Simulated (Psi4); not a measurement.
**Two attempts at CH2F2N (SMILES N[C](F)F)**

Wanted: energy and one-electron properties of CH2F2N, UHF/def2-TZVPPD (density fitting, C-PCM toluene).

The calculation is run with Psi4 1.11.

1 further run of the same task is left out (set aside as unsound or not needed).

## (1) The structure to begin with

The species is CH2F2N (6 atoms), meant as a doublet with charge 0. As SMILES, `N[C](F)F`. The coordinates come from a GFN2-xTB relaxation. This is one conformer, not always the lowest.

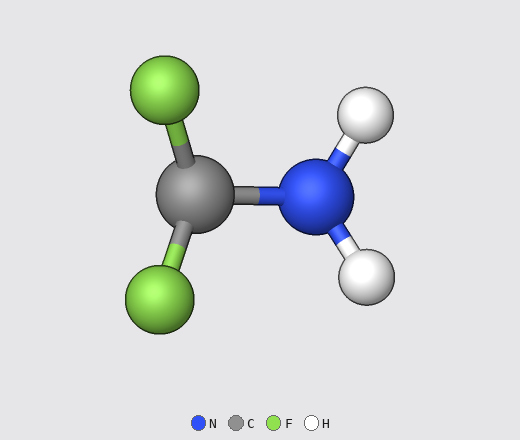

The structure, seen from a chosen angle (nitrogen blue, carbon grey, fluorine green, hydrogen white).

## (2) Try one

ch2f2n.xyz reads:

```xyz
6
CH2F2N
N     -0.055670     0.765210     0.162270
C     -0.430060    -0.545930    -0.007710
F      0.159200    -1.443730     0.816100
F     -0.384220    -1.004480    -1.276970
H      0.207890     1.269690    -0.673600
H      0.502860     0.959250     0.979920
```

ch2f2n.py reads:

```python
import psi4

psi4.set_memory(1600000000)
psi4.set_num_threads(1)
psi4.set_output_file('psi4.out', False)

with open('ch2f2n.xyz') as f:
    atoms = ''.join(f.readlines()[2:])
geom = psi4.geometry('1 2\n' + atoms + 'symmetry c1')

psi4.set_options({
    'basis': 'def2-TZVPPD',
    'reference': 'uhf',
    'scf_type': 'mem_df',
    'pcm': True,
})
psi4.pcm_helper("""
  Units = Angstrom
  Medium {
    SolverType = CPCM
    Solvent = Toluene
  }
  Cavity {
    Type = GePol
    RadiiSet = Bondi
    Scaling = True
    Area = 0.3
    Mode = Implicit
  }
""")

result, w = psi4.energy("scf", molecule=geom, return_wfn=True)
psi4.oeprop(w, "WIBERG_LOWDIN_INDICES", "MAYER_INDICES")
print(f'total energy {result:.8f} hartree = {result * 27.211386:.5f} eV')
for k, v in sorted(psi4.core.scalar_variables().items()):
    print(f'{k:45s} {v:18.10f}')
```

Started as:

```
$ python ch2f2n.py
```

psi4.out:

```text
-----------------------------------------------------------------------
                               Psi4 1.11 release

    h
    h
    h

    -----------------------------------------------------------------------

    Memory:     1.5 GiB
    Threads:    1
                ecpint, einsums, f̶o̶r̶t̶e̶, gauxc, gcp, g̶d̶m̶a̶, geometric, g̶p̶u̶_̶d̶f̶c̶c̶,
                i̶n̶t̶e̶g̶r̶a̶t̶o̶r̶x̶x̶, i̶p̶i̶, libefp, m̶d̶i̶, m̶p̶2̶d̶, m̶r̶c̶c̶, ooo,
                o̶p̶e̶n̶f̶e̶r̶m̶i̶o̶n̶p̶s̶i̶4̶, pcmsolver, p̶s̶i̶4̶f̶o̶c̶k̶c̶i̶, p̶s̶i̶x̶a̶s̶,
                p̶y̶e̶i̶n̶s̶u̶m̶s̶, r̶e̶s̶p̶, s̶i̶m̶i̶n̶t̶, s̶n̶s̶m̶p̶2̶,
                v̶2̶r̶d̶m̶_̶c̶a̶s̶s̶c̶f̶
```

On the terminal:

```text
Traceback (most recent call last):
  File "ch2f2n.py", line 9, in <module>
    geom = psi4.geometry('1 2\n' + atoms + 'symmetry c1')
qcelemental.exceptions.ValidationError: Inconsistent or unspecified chg/mult: sys chg: None, frag chg: [1.0], sys mult: None, frag mult: [2]
```

It took 1.1 s on 1 thread of Intel Xeon Platinum 8488C (Sapphire Rapids), shared host; peak memory 0.37 GiB.

## (3) Reading the log

The input was rejected.

The log says `qcelemental.exceptions.ValidationError: Inconsistent or unspecified chg/mult: sys chg: None, frag chg: [1.0], sys mult: None, frag mult: [2]`. Cause: charge and multiplicity as typed don't fit the electron count or the species meant. To mend it: charge 0 in place of 1. That is the species meant; for the charge typed, the multiplicity would have to change.

## (4) Second attempt

ch2f2n.xyz is that of step 2.

job.py reads:

```python
import psi4

psi4.set_memory('1600 MB')
psi4.set_num_threads(1)
psi4.core.set_output_file('output.dat', False)

with open('ch2f2n.xyz') as f:
    atoms = ''.join(f.readlines()[2:])
m = psi4.geometry('0 2\n' + atoms + 'symmetry c1')

psi4.set_options(dict(basis='def2-TZVPPD', reference='uhf', scf_type='mem_df', pcm=True))
psi4.pcm_helper("""
  Units = Angstrom
  Medium {
    SolverType = CPCM
    Solvent = Toluene
  }
  Cavity {
    Type = GePol
    RadiiSet = Bondi
    Scaling = True
    Area = 0.3
    Mode = Implicit
  }
""")

result, w = psi4.energy('scf', molecule=m, return_wfn=True)
psi4.oeprop(w, 'WIBERG_LOWDIN_INDICES', 'MAYER_INDICES', title='SCF')
print(f'scf energy: {result:.10f} Eh')
```

Started as:

```
$ python job.py
```

output.dat:

```text
[...]
  Running in c1 symmetry.
[...]
  Nuclear repulsion =  124.503114752314147
[...]
  Multiplicity = 2
[...]
  Nalpha       = 17
  Nbeta        = 16
[...]
    Number of basis functions: 188
[...]
   @DF-UHF iter   1:  -292.33562263144427   -6.41717e-01   2.68321e-03 ADIIS/DIIS
[...]
   @DF-UHF iter   9:  -292.44473668219587   -4.05763e-07   7.82689e-07 DIIS
[...]
   @S^2 Observed:                7.572567876E-01
[...]
    Orbital Energies [Eh]
    ---------------------
    Alpha Occupied:
       1A    -26.328319     2A    -26.326380     3A    -15.589634
       4A    -11.437919     5A     -1.681005     6A     -1.619986
       7A     -1.240736     8A     -0.929365     9A     -0.795604
      10A     -0.778487    11A     -0.771919    12A     -0.704753
      13A     -0.668292    14A     -0.661457    15A     -0.645275
      16A     -0.519087    17A     -0.374251
    Alpha Virtual:
      18A      0.073846    19A      0.102543    20A      0.108493
      21A      0.125661    22A      0.150835    23A      0.155038
      24A      0.173400    25A      0.173854    26A      0.210361
[...]
  @DF-UHF Final Energy:  -292.44473668219587
   => Energetics <=
    Nuclear Repulsion Energy =            124.5031147523141470
    One-Electron Energy =                -652.4498328827451132
    Two-Electron Energy =                 235.5066188759913928
    PCM Polarization Energy =              -0.0046374277563038
    Total Energy =                       -292.4447366821958667
  UHF NO Occupations:
  HONO-2 :   15  A 1.9994559
[...]
 Multipole Moments:
 ------------------------------------------------------------------------------------
     Multipole            Electronic (a.u.)      Nuclear  (a.u.)        Total (a.u.)
 ------------------------------------------------------------------------------------
 L = 1.  Multiply by 2.5417464519 to convert [e a0] to [Debye]
 Dipole X            :         -0.4132819            0.8766302            0.4633483
 Dipole Y            :         -3.3678130            4.3879561            1.0201431
 Dipole Z            :         -0.6028735            0.7200649            0.1171914
 Magnitude           :                                                    1.1265511
[...]
```

Standard output:

```text
scf energy: -292.4447366822 Eh
```

Wall time 8.1 s (1 thread of Intel Xeon Platinum 8488C (Sapphire Rapids), shared host); peak memory 0.3 GiB.

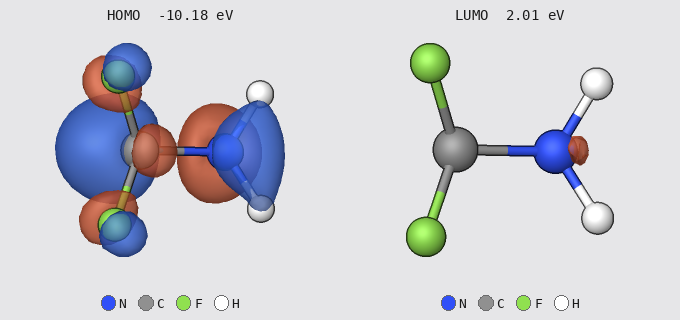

Frontier orbitals of this run (spin up), surfaces at ±0.2 Å^-3/2.

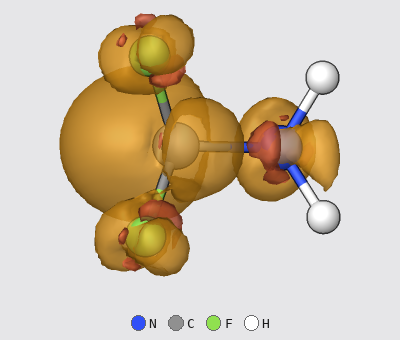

Spin density, surfaces at ±0.03 e/Å³.

## (5) Results

At UHF/def2-TZVPPD (density fitting, C-PCM toluene):

| quantity | value |
| --- | --- |
| total energy | -292.44474 Eh |
| dipole moment | 2.86 D |
| HOMO energy (highest over α and β) | -10.18 eV |
| LUMO energy (lowest over α and β) | 1.73 eV |
| solvent term in the energy | -12.2 kJ/mol |
| ⟨S²⟩ | 0.757 |
